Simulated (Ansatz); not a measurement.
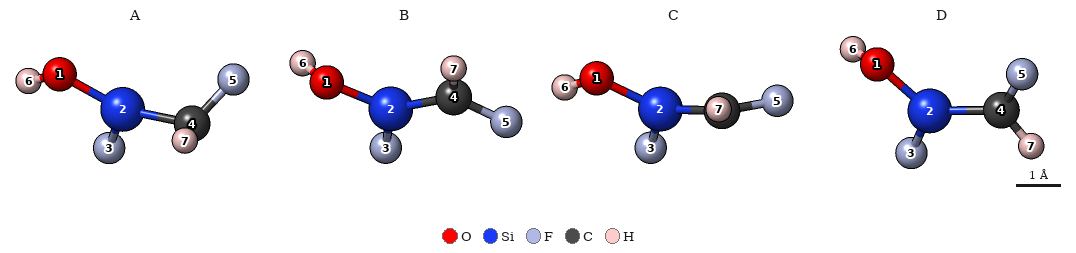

4 geometries from a converged minimum-energy path of CH2F2OSi, shuffled. Style: ball-and-stick. Shown from a free direction.

Method: RKS B3LYP-D4/def2-SVP in Ansatz. Set-up: 9 movable images; climbing image; force threshold 0.03 eV/Å; iteration limit 60; starting path by image-dependent pair potential.

Q: Which frame is the transition state?

A: A. In order along the path, whose images run from 0 to 10: D (image 0, 0.0 kcal/mol), A (image 5, +29.9 kcal/mol), C (image 7, +11.4 kcal/mol), B (image 10, 0.0 kcal/mol). The motion is a rotation about the Si2–C4 bond by about 180°. No bond forms or breaks between the ends. Among the angles between lasting bonds that change up to the highest image: O1–Si2–C4 128.5° → 144.4°, Si2–C4–H7 120.3° → 109.2°.

The run took 9 min on 1 thread of Intel(R) Xeon(R) 6975P-C (Granite Rapids) (shared host), peak memory 0.28 GiB.
